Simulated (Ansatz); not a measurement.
## Nudged elastic band of AlN$_{2}$H$_{7}$S (part 2 of 2)

The same run, continued: AlN$_{2}$H$_{7}$S; RKS PBE-D4/def2-SVP (Ansatz 0.2.0). The run did not end well. It belongs to a series of runs on one base structure; here: band between the two ends.

Geometry of the input (Å):
```
Al -0.3822  0.2486  0.4628
H  -0.1905  -1.1066  1.3080
N  1.4953  0.4903  -0.4044
H  2.2200  -0.2096  -0.1932
H  1.2853  0.4541  -1.4149
N  -1.3477  0.1857  -1.0878
H  -1.9043  -0.6509  -1.2931
H  -1.8957  0.9967  -1.3940
S  -0.5212  2.2332  1.5399
H  1.8642  1.4270  -0.1828
H  0.2052  1.8028  2.6090
```

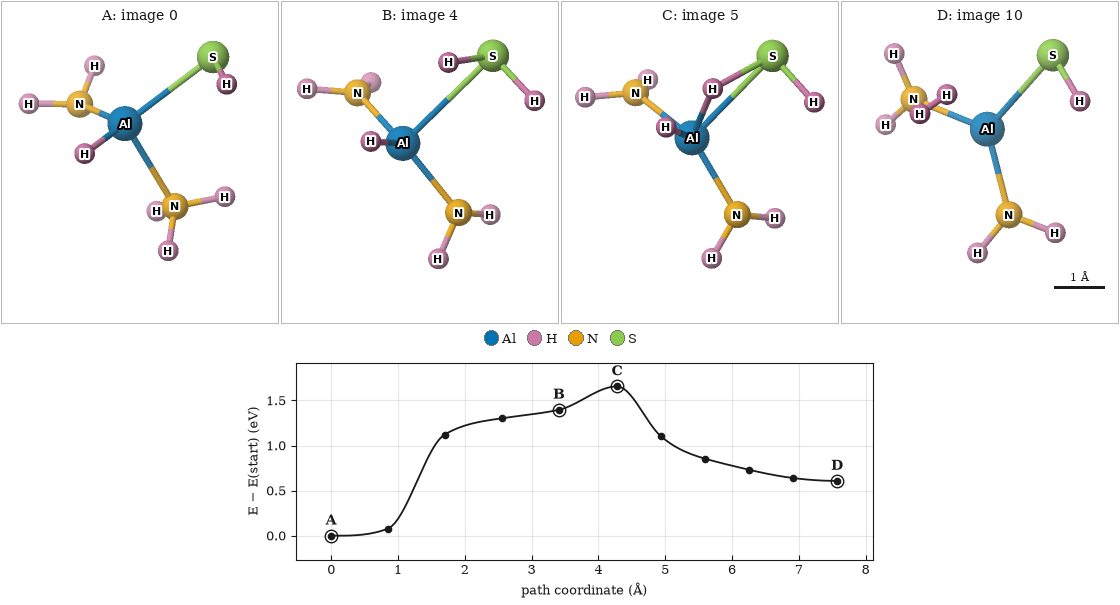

Fig. 1: Images of the last band (counted from 0; ball-and-stick, seen at a tilt) above the energy along the path; the line is a cubic interpolation that uses the forces. The highest image is number 5, 1.656 eV above the start and 1.049 eV above the end (the climbing image); the end lies 0.607 eV above the start. The path is 7.57 Å long. The band had not converged after 60 iterations.

```
Unfinished report: {"positions_ang":[[-0.022293308897448003,0.2862415762735324,-0.02800012384750131],[-0.15382496047169308,-0.34427321208537637,1.5497611201190034],[1.6758283357606634,0.12839241449810979,-0.6324170546374531],[2.014198460124997,-0.7919391324390584,-0.9326713623688542],[2.0583115562093965,0.8253222628555362,-1.2795568103488881],[-1.6475387777633144,0.15907912434832447,-0.7902789703615822],[-2.197388101939258,-0.7030930986903974,-0.7876856579785968],[-1.902236553130305,0.7149297243384105,-1.6110012919172438],[-0.08492971257725677,2.3652679561018792,1.2388392957168735],[1.2573489695152702,2.3658204791659143,1.4690806374393892],[-0.1691779168310514,0.8653538856331262,1.7533302081848543]],"unchecked":["starts","cluster_reference","orbital_swaps","neighbouring_geometries","increment"],"mean_field":{"relativity":"none","state":{"energy":{"ev":-20507.573789473285,"hartree":-753.6394362303716},"converged":true,"gradient_ev":0.000015114196671221287,"stability":{"kind":"minimum","curvature_ev":80.98427305228569},"curvature_floor_ev":0.00030000000000000003,"spin_squared":-3.197442310920451e-14},"others":[],"fillings":{"estimated":0,"unestimated":0,"tried":0,"untried":0,"excluded_magnetic_sites":0},"n_dropped_functions":0,"n_trapped_functions":0,"passes":{"evaluations":3,"products":20},"factors":{"origin":"density fitting in generated functions","count":1148,"bound_ev":null},"gradient_stop_ev":0.00009,"reference_kind":"stationary","functional":{"name":"PBE","citations":["Perdew, Burke & Ernzerhof, Phys. Rev. Lett. 77, 3865 (1996) doi:10.1103/PhysRevLett.77.3865"],"text":"name \"PBE\"\ncite \"Perdew, Burke & Ernzerhof, Phys. Rev. Lett. 77, 3865 (1996) doi:10.1103/PhysRevLett.77.3865\"\nparent pbe\nparameter kappa = 0.804\nparameter beta = 0.06672455060314922\nexchange = pbe_x(kappa = kappa, mu = beta*pi^2/3)\ncorrelation = pbe_c(beta = beta)\n","parameters":{"beta":{"value":0.06672455060314922,"default":0.06672455060314922},"kappa":{"value":0.804,"default":0.804}},"final_grid":{"core_spheres":13.0,"valence_spheres":11.0,"degree":36.0},"final_grid_parameter_source":"default","radial_points_factor":1.0,"radial_grid_error_ev":3.125828648923977e-7,"grid_sensitivity":"normal","grid_sensitivity_ratio":0.001870803151768979},"unsmoothed_excess_ev":-0.00004192193966068279,"symmetry":{"irreps":["A"],"axes":[[0.9996625494508251,0.01668257888664345,0.01991177508831534],[-0.01713811925019089,0.9995901458206422,0.022930879765799283],[-0.019521067953443882,-0.023264392103775778,0.9995387416033452]],"occupied":[{"A":25},{"A":25}]},"density_repulsion":{"missed_ev":0.00007747214256589912,"excess_ev":0.00007747214256589912,"most_excess_ev":0.00065,"are_drawn_again":false,"n_first_factors":1148,"energy_change_ev":0.0,"n_dropped_ends":0},"direct_passes":"host"},"factors":{"origin":"density fitting in generated functions","count":1148,"bound_ev":null},"n_frozen":0,"n_occupied":[25,25],"n_virtual":[74,74],"reference":{"ev":-20507.573789473285,"hartree":-753.6394362303716},"dispersion":{"energy":{"ev":-0.22199474622242282,"hartree":-0.008158156450230585},"switches_in_reach":[]},"total":{"ev":-20507.795784219506,"hartree":-753.6475943868219},"forces_ev_per_angstrom":[[-0.002310037501266206,0.009814081515243432,-0.005389762842677231],[-0.0105763298067104,-0.00026132147662685703,-0.008559472686530909],[-0.006353882277247657,0.010662435248348867,-0.0052828686017055105],[0.002592888919597195,0.009584198033365977,0.010189581986690146],[0.008714315368477228,0.007511212747750728,0.0045925154691742265],[-0.0011946032420183557,-0.004044353204782218,-0.01150322820498291],[-0.01604278319085923,0.004774640847643381,0.02461765013898405],[-0.0037294398793369103,-0.024424533246706945,-0.025200700162645116],[-0.038366734619077254,0.00255529938680266,0.002564058692122218],[0.06528929790376586,-0.011534457397099239,0.008966136401664269],[0.0019773083187655384,-0.004637202443190993,0.005006089801551603]],"charge_distribution":{"dipole_moment_e_ang":[0.14742461976351812,-0.053965801107478194,-0.2711231213314942],"mulliken_charges_e":[0.4226239802213172,-0.1663363127003652,-0.38645132361029333,0.11625321632575158,0.11123063009814427,-0.3797726513530728,0.11746389135225044,0.11521635575345146,-0.18860191420357353,0.11152466184140142,0.1268494662749482],"lowdin_charges_e":[-0.22085575554677384,-0.07422446594997933,0.006694356570152493,0.006767137438271065,0.00494121943660597,0.0199366951250326,0.006966439197437668,0.004955002599592806,0.1796048243129178,0.0057692842129942745,0.05944526260370775]},"n_threads":2,"memory_gib":2.556818182580173,"seconds":{"hamiltonian":1.473235866,"orbitals":0.0,"second_order":0.0,"solver_start":0.0,"cycles":0.0,"cycle":0.0,"perturbative":0.0,"full_ci_increment":0.0,"forces":0.0}}
this run last wrote the band of iteration 60 to [file]
Error: NEB band did not converge after 60 iterations: max|band force component| = 2.41e-1 eV/Å (threshold 5.0e-2); raise `neb.max_iterations` in a new run, which can start from the last band evaluated (`neb.initial_path`, with `crystal.atoms` and `neb.final_atoms` set to its first and last images), add images, or start from endpoints closer to local minima. Where this run's directory can be resumed (`checkpoint.write`), a resume goes on for up to `neb.max_iterations` more; to start a new run from the last band, take its images' positions from the `neb_iteration` event of iteration 60 (`data.images[].positions_ang`), in the event stream of the run that computed that iteration (not this run's, if it was resumed behind it). With `checkpoint.write`, `steps/00-neb/state/checkpoint.json` in the run directory holds the last saved band, under `neb.evaluated.images[].positions_ang` (a band under a hybrid functional on support functions is neither saved nor resumed: `neb.initial_path` says where its path is): check the last entry of `neb.iterations` there, which is earlier than 60 if that iteration was not saved or its write failed. If the band's step has no `state` directory and holds `state.next`, a write was cut short, and the file is under `state.next` instead (behind a loss of power it can be under `state.prev`)
this run wrote the band of iteration 60 to [file] as well, whether or not its events were kept: a new run's `neb.initial_path` can list its `images[].positions_ang`
a run's events are kept only if it was started with --events-out <file>, and are in that file
```

The last band as extended XYZ (Å, eV, eV/Å):
```
11
Properties=species:S:1:pos:R:3:forces:R:3 image=0 energy=-20509.45207
Al   -0.3822    0.2486    0.4628   -0.0030  -0.0096   0.0050
H    -0.1905   -1.1066    1.3080    0.0022   0.0067  -0.0006
N     1.4953    0.4903   -0.4044    0.0034  -0.0048  -0.0119
H     2.2200   -0.2096   -0.1932   -0.0092   0.0055  -0.0034
H     1.2853    0.4541   -1.4149    0.0051  -0.0001   0.0106
N    -1.3477    0.1857   -1.0878   -0.0176  -0.0098  -0.0101
H    -1.9043   -0.6509   -1.2931    0.0142   0.0292   0.0029
H    -1.8957    0.9967   -1.3940    0.0044  -0.0187   0.0046
S    -0.5212    2.2332    1.5399    0.0019   0.0043  -0.0028
H     1.8642    1.4270   -0.1828   -0.0006  -0.0008   0.0008
H     0.2052    1.8028    2.6090   -0.0009  -0.0019   0.0050
11
Properties=species:S:1:pos:R:3:forces:R:3 image=1 energy=-20509.37437
Al   -0.3821    0.2264    0.3396   -0.0665   0.0741   0.0808
H    -0.1961   -1.0243    1.3295    0.0039  -0.0282  -0.0317
N     1.5370    0.4974   -0.4100   -0.0135   0.0238   0.0116
H     2.2386   -0.2378   -0.2463   -0.0098   0.0288   0.0430
H     1.5945    0.7847   -1.3973   -0.0341  -0.0106  -0.0070
N    -1.5230    0.0895   -1.0581    0.0385   0.0001  -0.0294
H    -2.1675   -0.7021   -1.1330    0.0403  -0.0069  -0.0080
H    -1.9602    0.8990   -1.5059   -0.0135   0.0138   0.0158
S    -0.2164    2.2957    1.3413   -0.1362  -0.0075   0.0394
H     1.7238    1.3340    0.1855    0.1910  -0.1169  -0.1658
H     0.1796    1.7087    2.5039   -0.0001   0.0296   0.0513
11
Properties=species:S:1:pos:R:3:forces:R:3 image=2 energy=-20508.33147
Al   -0.2281    0.0702    0.1445   -0.0727   0.0654   0.0703
H    -0.1975   -0.9694    1.3622   -0.0169  -0.0492  -0.0306
N     1.5559    0.4405   -0.4400   -0.0217   0.1363   0.1019
H     2.2333   -0.3307   -0.3361    0.0084   0.1575   0.1489
H     1.6943    0.8089   -1.3927   -0.0296   0.0798   0.0708
N    -1.6126    0.0800   -0.9951    0.0213  -0.0465  -0.0754
H    -2.3286   -0.6483   -1.0047   -0.0442   0.0147   0.0209
H    -1.8896    0.8422   -1.6153   -0.0054  -0.0075  -0.0407
S     0.0909    2.3241    1.2408    0.0594  -0.0487  -0.0005
H     1.3055    1.6151    0.5742   -0.0002  -0.3430  -0.3007
H     0.2046    1.6387    2.4118    0.1017   0.0413   0.0352
11
Properties=species:S:1:pos:R:3:forces:R:3 image=3 energy=-20508.14975
Al   -0.1071    0.0004    0.0354   -0.0060  -0.0116  -0.0080
H    -0.1524   -0.9085    1.3594   -0.0072  -0.0372  -0.0297
N     1.5988    0.2747   -0.5912   -0.0062   0.0274   0.0073
H     2.2052   -0.5547   -0.5876    0.0186   0.0406   0.0466
H     1.7661    0.7566   -1.4818   -0.0088   0.0028  -0.0109
N    -1.6390    0.1315   -0.9016    0.0101  -0.0226  -0.0411
H    -2.3222   -0.6290   -0.9122   -0.0484   0.0306   0.0380
H    -1.8455    0.7843   -1.6596    0.0088  -0.0264  -0.0492
S     0.0143    2.3747    1.2764    0.0009   0.0069   0.0219
H     1.3312    2.0682    1.0363    0.0053  -0.0508  -0.0509
H    -0.0211    1.5730    2.3760    0.0329   0.0404   0.0761
11
Properties=species:S:1:pos:R:3:forces:R:3 image=4 energy=-20508.05490
Al   -0.0138    0.0351    0.0006   -0.0024  -0.0660   0.0010
H    -0.1155   -0.7589    1.4010    0.0067  -0.1041  -0.0511
N     1.6701    0.1522   -0.6812   -0.0070   0.0206  -0.0135
H     2.1391   -0.7404   -0.8740    0.0392   0.0274   0.0456
H     1.9224    0.7960   -1.4372   -0.0248  -0.0046  -0.0456
N    -1.6132    0.1732   -0.8277    0.0071  -0.0059  -0.0332
H    -2.2911   -0.5894   -0.7489   -0.0430   0.0340   0.0279
H    -1.8137    0.7125   -1.6726    0.0100  -0.0249  -0.0456
S    -0.0520    2.3629    1.1990   -0.0076   0.0576  -0.0120
H     1.2805    2.3622    1.4866    0.0374  -0.0157   0.0054
H    -0.2844    1.3657    2.1038   -0.0156   0.0817   0.1211
11
Properties=species:S:1:pos:R:3:forces:R:3 image=6 energy=-20508.34722
Al   -0.0184    0.5935   -0.1109    0.0116   0.3831  -0.1123
H    -0.1735   -0.3515    1.6809   -0.0249  -0.0596   0.1423
N     1.6409    0.0970   -0.6171   -0.0438  -0.0086   0.0053
H     1.9144   -0.8300   -0.9545   -0.1113  -0.0160  -0.0333
H     2.1279    0.7942   -1.1926    0.1166  -0.0053   0.1371
N    -1.6494    0.1613   -0.7372    0.0083   0.0118   0.0286
H    -2.1238   -0.7427   -0.7674    0.0849  -0.0486   0.0192
H    -1.9568    0.7117   -1.5465   -0.0619  -0.0159   0.0349
S    -0.0303    2.5510    1.0192   -0.0615   0.2202  -0.2674
H     1.2786    2.4306    1.3683    0.1121   0.0365  -0.0313
H    -0.1814    0.4561    1.8071   -0.0301  -0.4977   0.0770
11
Properties=species:S:1:pos:R:3:forces:R:3 image=7 energy=-20508.59716
Al   -0.0143    0.7137   -0.2218    0.0107   0.0757  -0.0355
H    -0.1206   -0.4110    1.8390   -0.0118  -0.1085   0.0198
N     1.5980    0.0531   -0.6553   -0.0288   0.0032  -0.0100
H     1.7800   -0.8585   -1.0815   -0.0662   0.0060  -0.0271
H     2.3016    0.7173   -0.9911    0.0819  -0.0301   0.1207
N    -1.6321    0.1457   -0.7460    0.0008   0.0065   0.0066
H    -1.9615   -0.8077   -0.9032    0.0876  -0.0268  -0.0405
H    -2.1967    0.7865   -1.3095   -0.0959   0.0169   0.0535
S     0.0039    2.6923    0.8053   -0.1968   0.1026  -0.1429
H     1.2520    2.4776    1.2877    0.2235   0.0215  -0.0015
H    -0.1819    0.3620    1.9259   -0.0052  -0.0669   0.0570
11
Properties=species:S:1:pos:R:3:forces:R:3 image=8 energy=-20508.72125
Al    0.0027    0.7722   -0.3659    0.0184   0.0492  -0.0311
H    -0.0534   -0.3734    2.1114    0.0034  -0.0513   0.0217
N     1.5799    0.0252   -0.7563   -0.0245  -0.0093  -0.0092
H     1.7338   -0.8836   -1.1980   -0.0381   0.0115   0.0001
H     2.3961    0.6210   -0.9150    0.0411  -0.0421   0.0844
N    -1.5968    0.1487   -0.8469    0.0193  -0.0386  -0.0452
H    -1.8571   -0.7918   -1.1470    0.0767   0.0275  -0.0844
H    -2.3877    0.7809   -0.9762   -0.1136  -0.0030   0.1174
S     0.0226    2.7515    0.6492   -0.0527   0.0493  -0.0625
H     1.1622    2.4308    1.3207    0.0756   0.0272  -0.0333
H    -0.1740    0.3895    2.0734   -0.0056  -0.0203   0.0422
11
Properties=species:S:1:pos:R:3:forces:R:3 image=9 energy=-20508.81302
Al    0.0192    0.8120   -0.4817   -0.0004   0.0233  -0.0153
H    -0.0858   -0.3201    2.4649    0.0032  -0.0217   0.0190
N     1.5708    0.0312   -0.8905   -0.0091   0.0073  -0.0077
H     1.7038   -0.9021   -1.2839   -0.0215  -0.0037   0.0080
H     2.4449    0.5577   -0.9489    0.0109  -0.0259   0.0339
N    -1.5781    0.1674   -0.9322    0.0014   0.0144  -0.0151
H    -1.7842   -0.6865   -1.4519    0.0292   0.0194  -0.0592
H    -2.4477    0.6493   -0.6970   -0.0211  -0.0435   0.0653
S     0.0347    2.7496    0.5997   -0.0110   0.0208  -0.0183
H     1.1464    2.3951    1.3037    0.0285   0.0237  -0.0306
H    -0.1956    0.4176    2.2672   -0.0100  -0.0142   0.0202
11
Properties=species:S:1:pos:R:3:forces:R:3 image=10 energy=-20508.84461
Al    0.0285    0.8370   -0.5316    0.0048   0.0020   0.0003
H    -0.2282   -0.3069    2.8065    0.0002  -0.0017   0.0006
N     1.5613    0.0617   -1.0114   -0.0098  -0.0039   0.0016
H     1.6547   -0.8987   -1.3476   -0.0001   0.0010  -0.0014
H     2.4729    0.5218   -1.0164    0.0005   0.0028  -0.0008
N    -1.5602    0.1707   -0.9806    0.0086  -0.0018  -0.0026
H    -1.7339   -0.5276   -1.7052   -0.0039   0.0003   0.0018
H    -2.4403    0.4467   -0.5416   -0.0009  -0.0023  -0.0008
S     0.0463    2.7148    0.6413   -0.0106   0.0030  -0.0055
H     1.2838    2.4571    1.1496    0.0133  -0.0007   0.0068
H    -0.2566    0.3943    2.4865   -0.0020   0.0013   0.0003
```

Outcome:

- outcome: not converged
- barrier, forward (band not converged): 1.656 eV
- barrier, backward: 1.049 eV
- wall time: 14 min (CPU time 28 min)
- peak memory: 0.14 GiB

What went wrong:

The run did not converge: “NEB band did not converge after 60 iterations: max|band force component| = 2.41e-1 eV/Å (threshold 5.0e-2); raise `neb.max_iterations` in a new run, which can start from the last band evaluated (`neb.initial_path`, with `crystal.atoms` and `neb.final_atoms` set to its first and last images), add images, or start from endpoints closer to local minima …” Its last values are not results.
